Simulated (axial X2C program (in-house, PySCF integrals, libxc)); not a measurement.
**Relativistic diatomic calculation for AsS⁻**

System: AsS⁻, single determinant with Ω = 0 (not the lowest found).
Method: PBE0, two-component X2C with atomic mean-field Coulomb and Gaunt terms, As dyall-acv3z, S dyall-av3z (cores contracted) (axial X2C program (in-house, PySCF integrals, libxc)).

### Log
```
two-component X2C + atomic mean field  PBE0
basis functions 181  fitting functions 982  grid points 5077
iter        total energy     max residual
   1      -2654.858693533     6.97e+00
   2      -2656.421369783     6.29e+00
   3      -2657.359219820     5.29e+00
   4      -2658.515609544     2.81e+00
   5      -2658.873240258     5.98e-01
   6      -2658.886668006     2.65e-01
   7      -2658.959621222     6.38e-02
   8      -2658.970561089     1.39e-01
   9      -2658.978375305     6.58e-02
  10      -2658.979228395     1.83e-02
  11      -2658.979396729     8.04e-03
  12      -2658.979425924     7.54e-03
  13      -2658.979449190     2.46e-03
  14      -2658.979449677     3.46e-03
  15      -2658.979452428     3.85e-04
  16      -2658.979452592     1.53e-04
  17      -2658.979452652     1.63e-04
  18      -2658.979452665     8.54e-05
  19      -2658.979452672     7.85e-05
  20      -2658.979452675     5.19e-05
  21      -2658.979452676     8.77e-06
converged
one-electron -3969.81663023  Coulomb 1290.00991815  exact exchange -26.96439041  xc functional -82.95182855  nuclear repulsion 131.60884002  atomic mean-field constant -0.86536165
```

### The points of the curve

```csv
R (Å),E (hartree),"dipole (D; origin at the first atom, positive when the second is positive)",highest filled (eV),lowest empty (eV)
1.847,−2658.940587,−3.04,1.13,2.85
1.932,−2658.963698,−3.67,0.94,2.70
1.996,−2658.973426,−4.12,0.80,2.58
2.059,−2658.978299,−4.56,0.65,2.46
2.123,−2658.979453,−4.98,0.51,2.33
2.197,−2658.977292,−5.46,0.35,2.18
2.272,−2658.972387,−5.91,0.19,2.03
2.367,−2658.963354,−6.47,−0.01,1.84
2.484,−2658.949817,−7.12,−0.23,1.63
```

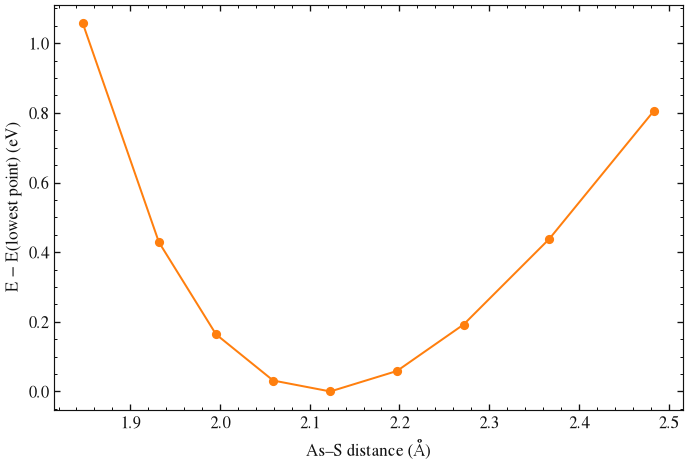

Energy at 9 bond lengths, for one set of occupations held fixed; the line joins the points. A polynomial of degree 6 through 9 points gives rₑ = 2.114 Å, ωₑ = 486.6 cm⁻¹, ωₑxₑ = 1.4 cm⁻¹ and Bₑ = 0.1683 cm⁻¹. The minimum lies 3.10 eV below As + S⁻, each computed as one determinant at the same level.

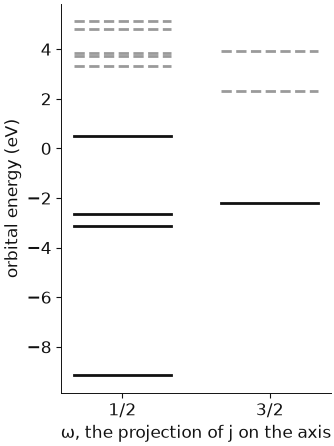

Orbital energies near the frontier at 2.12 Å, filled (solid) and empty (dashed); the Kramers partners at −ω are degenerate and not drawn. The highest filled spinor (1/2; 53 % As p, 22 % S p) lies at 0.51 eV, the lowest empty one (3/2; 56 % As p, 18 % S p) at 2.33 eV. A filled level above zero is held only by the finite basis .

### Input
```
{"zs": [33, 16], "q": -1, "bas": ["dyall-acv3z", "dyall-av3z"], "levels": ["PBE0", "HF", "LDA"], "cc": true, "r0": 2.08, "thr": -2.0, "nmax": 90, "npts": 10, "nst": 2, "ntry": 6}
```

The line is the task of a batch: nuclear charges, charge, bases, the levels to run, a first guess of the distance and further settings. This report covers PBE0 with spin-orbit coupling. The log is that of the reference distance 2.123 Å.

The run was one of a batch that the task file lists, launched with:
```bash
python <driver script> task.json out
```

### Summary

| quantity | value |
| --- | --- |
| outcome | converged; a filled level lies above zero |
| bond length rₑ | 2.114 Å |
| ωₑ | 486.6 cm⁻¹ |
| energy at the minimum | −2658.97948 hartree |
| depth below the fragments | 3.10 eV |
| hardware | 1 thread of Arm Neoverse V1, 24 GiB of memory available, shared host |
| wall time | 7.3 s |
| peak memory | 0.75 GiB |

### Remarks

The highest filled level (PBE0, up to 1.13 eV) lies above zero. That is common for anions, where the functional's self-interaction leaves the outer electrons unbound; only the finite basis holds them, so such levels depend on it. Limits: 9 of the 10 points asked for were kept.
